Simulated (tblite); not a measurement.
**Run report: C₅H₁₁Si₂, geometry relaxation (part 4 of 4)**

Continued. System: C₅H₁₁Si₂, multiplicity 2, SMILES C#C[C]([SiH3])CC[SiH3]. Method: GFN2-xTB geometry optimisation, gas phase (tblite 0.8.0). It belongs to a series of runs on one base structure; here: H removed from sp3 C.

Geometry of the input (Å):
```
C  -1.6213  1.8274  2.3347
C  -1.0992  1.3207  1.3736
C  -0.4081  0.6957  0.2221
Si -1.7499  0.0799  -0.9716
C  0.2454  -0.5690  0.7773
C  0.9578  -1.2562  -0.3737
Si 2.2261  -0.0435  -1.0170
H  -2.1016  2.2767  3.1779
H  -1.2418  -0.0528  -2.3335
H  -2.8237  1.0851  -0.8983
H  -2.2313  -1.2610  -0.5361
H  1.0069  -0.2465  1.4974
H  -0.5218  -1.1767  1.2753
H  1.4360  -2.1764  -0.0260
H  0.2012  -1.5151  -1.1238
H  3.5949  -0.5848  -0.9528
H  2.2360  1.1257  -0.0928
H  1.8858  0.4769  -2.3442
```

Trajectory as extended XYZ, continued
```
18
Properties=species:S:1:pos:R:3:forces:R:3 step=145 energy=-534.52634
C    -0.8485    2.3508    1.6339    0.0240   0.0300   0.0500
C    -0.8704    1.2785    1.0619   -0.0080  -0.0150  -0.0220
C    -0.9427    0.0789    0.4095    0.0410  -0.0220   0.0150
Si   -2.1671   -0.1528   -0.9830    0.0140  -0.0060   0.0150
C     0.0077   -1.0085    0.7920   -0.0100  -0.0240   0.0240
C     1.1039   -1.2138   -0.2644   -0.0310  -0.0210  -0.0070
Si    2.2030    0.3165   -0.5225   -0.0160  -0.0360   0.0160
H    -0.8095    3.2675    2.1438   -0.0080  -0.0260  -0.0310
H    -1.6434    0.3558   -2.2581    0.0210   0.0000  -0.0180
H    -3.4010    0.5653   -0.6611   -0.0160  -0.0040  -0.0040
H    -2.4177   -1.5923   -1.1149   -0.0100   0.0030  -0.0050
H     0.4777   -0.7856    1.7546   -0.0150   0.0230  -0.0120
H    -0.5472   -1.9488    0.8945   -0.0150   0.0230   0.0060
H     1.7243   -2.0567    0.0495   -0.0120  -0.0100   0.0020
H     0.6314   -1.5069   -1.2039    0.0040   0.0150  -0.0220
H     3.4011   -0.1206   -1.2416    0.0320   0.0130  -0.0320
H     2.5795    0.8335    0.7914    0.0350   0.0450   0.0320
H     1.5101    1.3458   -1.2933   -0.0310   0.0130  -0.0080
18
Properties=species:S:1:pos:R:3:forces:R:3 step=149 energy=-534.52788
C    -0.8517    2.3445    1.6474    0.0210  -0.0110   0.0060
C    -0.8733    1.2760    1.0682    0.0150   0.0010   0.0040
C    -0.9387    0.0777    0.4140   -0.0400   0.0120  -0.0220
Si   -2.1550   -0.1466   -0.9865    0.0080   0.0100  -0.0300
C     0.0049   -1.0125    0.7984    0.0050   0.0230  -0.0200
C     1.1018   -1.2190   -0.2567    0.0270   0.0000  -0.0050
Si    2.1927    0.3162   -0.5295    0.0040  -0.0270   0.0020
H    -0.8134    3.2652    2.1470   -0.0080   0.0170   0.0070
H    -1.6131    0.3567   -2.2591   -0.0050  -0.0090   0.0220
H    -3.3949    0.5697   -0.6778    0.0180  -0.0040  -0.0090
H    -2.4105   -1.5844   -1.1191   -0.0110  -0.0190  -0.0100
H     0.4714   -0.7860    1.7603    0.0130  -0.0060   0.0230
H    -0.5542   -1.9489    0.8963   -0.0210  -0.0180   0.0320
H     1.7285   -2.0536    0.0673   -0.0160  -0.0150  -0.0180
H     0.6350   -1.5213   -1.1963   -0.0050   0.0060   0.0000
H     3.3813   -0.1102   -1.2741    0.0040   0.0080  -0.0070
H     2.5916    0.8356    0.7778    0.0260   0.0320   0.0210
H     1.4887    1.3473   -1.2892   -0.0350  -0.0010   0.0040
18
Properties=species:S:1:pos:R:3:forces:R:3 step=153 energy=-534.53101
C    -0.8844    2.3323    1.6922   -0.0290   0.0150   0.0060
C    -0.8967    1.2728    1.0962    0.0260  -0.0090  -0.0030
C    -0.9312    0.0833    0.4231   -0.0020   0.0000  -0.0190
Si   -2.1087   -0.1322   -1.0123   -0.0220   0.0040   0.0040
C     0.0110   -1.0059    0.8173   -0.0010  -0.0010   0.0000
C     1.1038   -1.2349   -0.2377    0.0030   0.0150  -0.0030
Si    2.1716    0.3078   -0.5585    0.0010   0.0010   0.0110
H    -0.8949    3.2500    2.2006    0.0230  -0.0210  -0.0010
H    -1.5217    0.3360   -2.2767    0.0090  -0.0020   0.0050
H    -3.3324    0.6267   -0.7422    0.0160  -0.0100  -0.0160
H    -2.4072   -1.5634   -1.1363    0.0000  -0.0050  -0.0020
H     0.4832   -0.7708    1.7743    0.0130   0.0220   0.0280
H    -0.5563   -1.9360    0.9383    0.0030  -0.0140  -0.0040
H     1.7439   -2.0523    0.1037   -0.0340  -0.0140  -0.0080
H     0.6357   -1.5684   -1.1669    0.0040   0.0240   0.0200
H     3.2976   -0.0988   -1.4029    0.0190  -0.0010  -0.0080
H     2.6761    0.8153    0.7202   -0.0100  -0.0040  -0.0210
H     1.4019    1.3449   -1.2441   -0.0160   0.0010   0.0100
18
Properties=species:S:1:pos:R:3:forces:R:3 step=157 energy=-534.53187
C    -0.9188    2.3181    1.7216   -0.0130   0.0180  -0.0010
C    -0.9103    1.2678    1.1101   -0.0030  -0.0050  -0.0200
C    -0.9290    0.0866    0.4224    0.0010  -0.0120   0.0120
Si   -2.0947   -0.1252   -1.0229    0.0120  -0.0030   0.0010
C     0.0175   -0.9952    0.8265    0.0120   0.0020   0.0070
C     1.1041   -1.2363   -0.2313    0.0000  -0.0090   0.0090
Si    2.1719    0.2998   -0.5791    0.0060   0.0040  -0.0130
H    -0.9345    3.2294    2.2393    0.0170   0.0090   0.0190
H    -1.4867    0.3215   -2.2853    0.0080  -0.0050   0.0060
H    -3.3048    0.6574   -0.7699   -0.0130   0.0060  -0.0120
H    -2.4178   -1.5513   -1.1381    0.0010  -0.0160  -0.0020
H     0.4953   -0.7419    1.7775   -0.0120  -0.0060  -0.0020
H    -0.5449   -1.9270    0.9639    0.0080   0.0160   0.0010
H     1.7398   -2.0537    0.1162    0.0070  -0.0180  -0.0030
H     0.6306   -1.5804   -1.1527   -0.0150   0.0220  -0.0150
H     3.2820   -0.1095   -1.4451   -0.0050   0.0000   0.0010
H     2.7057    0.8109    0.6850   -0.0080   0.0030   0.0000
H     1.3860    1.3354   -1.2496   -0.0040  -0.0040   0.0110
18
Properties=species:S:1:pos:R:3:forces:R:3 step=161 energy=-534.53248
C    -0.9257    2.3229    1.7176    0.0010   0.0010   0.0050
C    -0.9075    1.2713    1.1079   -0.0140   0.0110   0.0060
C    -0.9265    0.0880    0.4234   -0.0080   0.0080   0.0040
Si   -2.0939   -0.1273   -1.0207    0.0040  -0.0090  -0.0010
C     0.0205   -0.9935    0.8279   -0.0040   0.0010  -0.0090
C     1.1051   -1.2372   -0.2314    0.0010   0.0050  -0.0100
Si    2.1752    0.2981   -0.5772   -0.0030  -0.0040   0.0060
H    -0.9403    3.2304    2.2435    0.0120  -0.0100  -0.0070
H    -1.4803    0.3131   -2.2825    0.0080  -0.0040  -0.0010
H    -3.3053    0.6594   -0.7804    0.0110  -0.0090  -0.0030
H    -2.4184   -1.5545   -1.1328    0.0030   0.0030   0.0040
H     0.4965   -0.7417    1.7801    0.0010  -0.0030  -0.0060
H    -0.5441   -1.9236    0.9637    0.0010  -0.0060   0.0110
H     1.7348   -2.0633    0.1079   -0.0030   0.0070  -0.0070
H     0.6273   -1.5676   -1.1565   -0.0110   0.0050   0.0100
H     3.2760   -0.1069   -1.4558    0.0010   0.0000  -0.0050
H     2.7203    0.8033    0.6845   -0.0060  -0.0010   0.0000
H     1.3776    1.3353   -1.2308    0.0050   0.0030   0.0030
18
Properties=species:S:1:pos:R:3:forces:R:3 step=166 energy=-534.53281
C    -0.9230    2.3204    1.7224    0.0140  -0.0070  -0.0060
C    -0.9122    1.2722    1.1069    0.0050  -0.0080   0.0090
C    -0.9305    0.0887    0.4230   -0.0040  -0.0070   0.0030
Si   -2.0914   -0.1306   -1.0248    0.0000   0.0040  -0.0040
C     0.0176   -0.9920    0.8282    0.0020  -0.0020   0.0090
C     1.1030   -1.2362   -0.2303   -0.0100   0.0030   0.0000
Si    2.1728    0.2988   -0.5764   -0.0010   0.0130  -0.0060
H    -0.9202    3.2283    2.2461   -0.0050   0.0160   0.0080
H    -1.4730    0.3111   -2.2837    0.0070  -0.0070  -0.0050
H    -3.3046    0.6536   -0.7894    0.0000   0.0000  -0.0030
H    -2.4147   -1.5573   -1.1352    0.0030  -0.0110  -0.0010
H     0.4941   -0.7405    1.7797    0.0050   0.0140   0.0090
H    -0.5456   -1.9225    0.9675   -0.0020  -0.0020  -0.0050
H     1.7330   -2.0616    0.1097   -0.0050   0.0020  -0.0060
H     0.6238   -1.5669   -1.1540   -0.0050  -0.0010  -0.0080
H     3.2722   -0.1020   -1.4597   -0.0090   0.0000   0.0050
H     2.7193    0.8068    0.6836   -0.0040  -0.0080   0.0010
H     1.3707    1.3359   -1.2252    0.0090   0.0020   0.0000
18
Properties=species:S:1:pos:R:3:forces:R:3 step=170 energy=-534.53327
C    -0.9092    2.3279    1.7069    0.0080  -0.0270  -0.0090
C    -0.9095    1.2731    1.1021    0.0040   0.0070   0.0060
C    -0.9351    0.0855    0.4247   -0.0050   0.0010   0.0150
Si   -2.0953   -0.1391   -1.0235    0.0040  -0.0190   0.0000
C     0.0155   -0.9940    0.8286    0.0010   0.0130  -0.0080
C     1.0963   -1.2303   -0.2362    0.0150  -0.0020  -0.0130
Si    2.1745    0.3034   -0.5623   -0.0060  -0.0080   0.0050
H    -0.9006    3.2394    2.2253   -0.0040   0.0010  -0.0010
H    -1.4781    0.2990   -2.2848    0.0060  -0.0060   0.0030
H    -3.3121    0.6403   -0.7934   -0.0030   0.0070   0.0020
H    -2.4137   -1.5685   -1.1287    0.0070   0.0070   0.0000
H     0.4958   -0.7401    1.7780   -0.0050   0.0000  -0.0010
H    -0.5443   -1.9266    0.9689    0.0010   0.0080  -0.0060
H     1.7239   -2.0635    0.0880   -0.0040  -0.0050   0.0120
H     0.6159   -1.5457   -1.1649   -0.0190   0.0040   0.0070
H     3.2645   -0.0917   -1.4596   -0.0070   0.0070   0.0060
H     2.7304    0.7828    0.7050    0.0000  -0.0050  -0.0050
H     1.3725    1.3546   -1.1859    0.0080   0.0180  -0.0100
18
Properties=species:S:1:pos:R:3:forces:R:3 step=174 energy=-534.53369
C    -0.9171    2.3233    1.7175   -0.0010   0.0230   0.0140
C    -0.9173    1.2727    1.1065   -0.0030  -0.0020  -0.0020
C    -0.9371    0.0870    0.4273   -0.0010  -0.0030  -0.0050
Si   -2.0861   -0.1428   -1.0282   -0.0070   0.0030   0.0020
C     0.0181   -0.9865    0.8324    0.0010  -0.0100   0.0010
C     1.0919   -1.2280   -0.2382   -0.0110  -0.0100   0.0090
Si    2.1735    0.3012   -0.5684    0.0010   0.0060   0.0010
H    -0.9150    3.2333    2.2384    0.0000   0.0040   0.0020
H    -1.4542    0.2797   -2.2879   -0.0030  -0.0070   0.0070
H    -3.2984    0.6471   -0.8093    0.0010   0.0060  -0.0080
H    -2.4155   -1.5697   -1.1230    0.0060  -0.0060  -0.0040
H     0.5014   -0.7262    1.7786    0.0000  -0.0080  -0.0050
H    -0.5398   -1.9193    0.9793    0.0030   0.0020   0.0050
H     1.7166   -2.0639    0.0854   -0.0010  -0.0020  -0.0090
H     0.6001   -1.5411   -1.1615    0.0080  -0.0050  -0.0010
H     3.2476   -0.0914   -1.4848    0.0050   0.0000   0.0040
H     2.7469    0.7643    0.6970    0.0050  -0.0020  -0.0040
H     1.3756    1.3665   -1.1730   -0.0010   0.0110  -0.0060
18
Properties=species:S:1:pos:R:3:forces:R:3 step=178 energy=-534.53388
C    -0.9320    2.3236    1.7271   -0.0030   0.0050   0.0040
C    -0.9270    1.2741    1.1139    0.0030  -0.0040  -0.0030
C    -0.9384    0.0901    0.4309    0.0020   0.0000   0.0040
Si   -2.0823   -0.1445   -1.0281   -0.0010   0.0000   0.0070
C     0.0199   -0.9817    0.8346    0.0000   0.0000  -0.0020
C     1.0891   -1.2255   -0.2398    0.0040  -0.0010  -0.0060
Si    2.1769    0.2988   -0.5743   -0.0010  -0.0020  -0.0020
H    -0.9370    3.2325    2.2500    0.0010   0.0010   0.0010
H    -1.4382    0.2608   -2.2868   -0.0020  -0.0020  -0.0040
H    -3.2879    0.6591   -0.8236   -0.0010   0.0000  -0.0070
H    -2.4183   -1.5709   -1.1143    0.0000   0.0030  -0.0010
H     0.5068   -0.7199    1.7783    0.0020  -0.0030  -0.0020
H    -0.5371   -1.9141    0.9858   -0.0010  -0.0040   0.0040
H     1.7124   -2.0642    0.0786    0.0000  -0.0040   0.0030
H     0.5947   -1.5355   -1.1626   -0.0060  -0.0070  -0.0030
H     3.2375   -0.0955   -1.5057    0.0000   0.0000   0.0000
H     2.7735    0.7449    0.6860    0.0020   0.0080   0.0050
H     1.3786    1.3740   -1.1615    0.0040   0.0070   0.0000
```

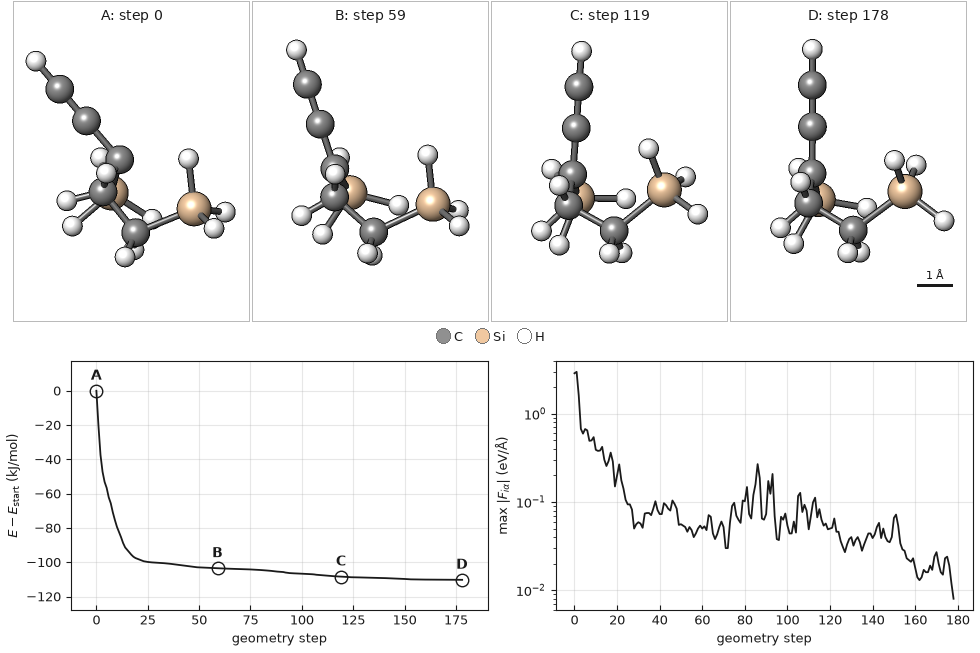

Figure 1. Frames of the relaxation (ball-and-stick view, seen at a tilt) above the curves, on which the letters mark them (steps are counted from 0).

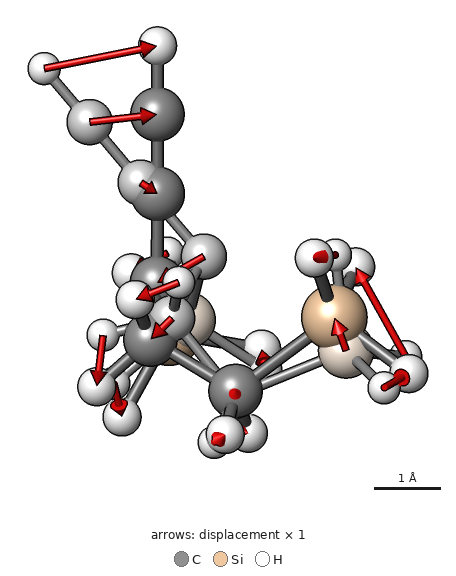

Figure 2. Start (faint) and end (solid) with the displacements as red arrows, at true length (ball-and-stick view, seen at a tilt). The two geometries are laid on each other by the best rigid fit. Over 178 geometry steps the energy falls by 110.3 kJ/mol. Largest force component: 2.9 eV/Å at the start, 0.008 eV/Å at the end. The atom that moves furthest after the best rigid fit is H8 (1.77 Å). Largest moves by element: H 1.77 Å, C 1.04 Å, Si 0.55 Å. Among the contacts that change: C2–C3 1.481 → 1.367 Å, C3–C5 1.528 → 1.493 Å, C6–Si7 1.869 → 1.902 Å, C3–Si4 1.899 → 1.869 Å. Among the angles that change: Si4–C3–C5 105.2° → 120.9°, C2–C3–C5 105.4° → 118.8°, C2–C3–Si4 107.2° → 120.3°. (Atoms are counted from 1 in the order of the input.)
